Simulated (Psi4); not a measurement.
# A ladder of methods for SnBr2F2 (SMILES [F][Sn]([F])([Br])[Br])

SnBr2F2 has 5 atoms, charge 0, and is taken as a singlet. As SMILES, `[F][Sn]([F])([Br])[Br]`. The shape was relaxed beforehand at PBE0/def2-TZVP.

```xyz
5

F     0.0607   -0.3801    1.8465
Sn    0.0749   -0.0334   -0.0123
F     1.5058   -1.0764   -0.6759
Br   -1.9987   -0.8157   -0.9844
Br    0.5584    2.3088   -0.3820
```

Each level gives the HOMO–LUMO gap (eV). The values are calculated.

```json
{"level": "PBE-D4/def2-TZVPP (density fitting, core potential)", "kind": "GGA", "program": "Psi4", "value (eV)": "3.86", "CPU time": "72 s"}
{"level": "r2SCAN-D4/def2-TZVPP (density fitting, core potential)", "kind": "meta-GGA", "program": "Psi4", "value (eV)": "4.38", "CPU time": "3.5 min"}
{"level": "B3LYP-D4/def2-TZVPP (density fitting, core potential)", "kind": "global hybrid", "program": "Psi4", "value (eV)": "5.47", "CPU time": "73 s"}
{"level": "PBE0-D4/def2-TZVPP (density fitting, core potential)", "kind": "global hybrid", "program": "Psi4", "value (eV)": "6.06", "CPU time": "65 s"}
{"level": "wB97M-V/def2-TZVPP (density fitting, core potential)", "kind": "range-separated hybrid", "program": "Psi4", "value (eV)": "10.31", "CPU time": "3.9 min"}
```

The values span 3.86 to 10.31 eV. Orbital gaps aren't excitation energies; they tend to grow with the share of exact exchange. CPU times are rough (shared hosts, several kinds of processor): they show what a rung costs within a factor of a few.

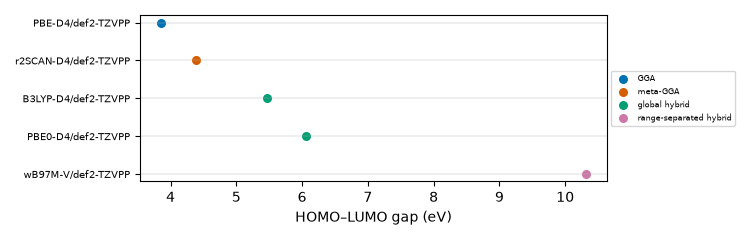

The values of the table, level by level.
